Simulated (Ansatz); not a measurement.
A computed series for SiC: pressure series

Consider SiC (space group P6_3mc, No. 186; a = 3.0778 Å, c = 10.0773 Å).

Cell and atoms are relaxed at each pressure.

Method: r2SCAN in Ansatz (plane waves to 500 eV, PAW, scalar-relativistic without spin-orbit coupling), earlier PAW set.

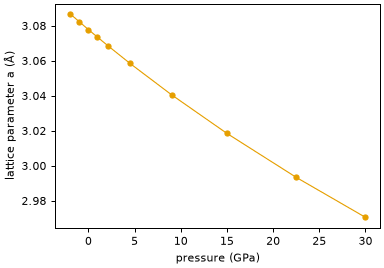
Figure: Lattice parameter a against pressure

```tsv
pressure (GPa)	lattice parameter a
-2	3.087 Å
-1	3.082 Å
0.9	3.074 Å
2.1	3.069 Å
4.5	3.058 Å
9	3.041 Å
15	3.018 Å
22.5	2.993 Å
30	2.970 Å
```

Load acts through the strain it causes; cell and atoms are relaxed under it. No phonon test of stability was made. No other phases were tried under pressure.

Ansatz is a program for electronic structure.
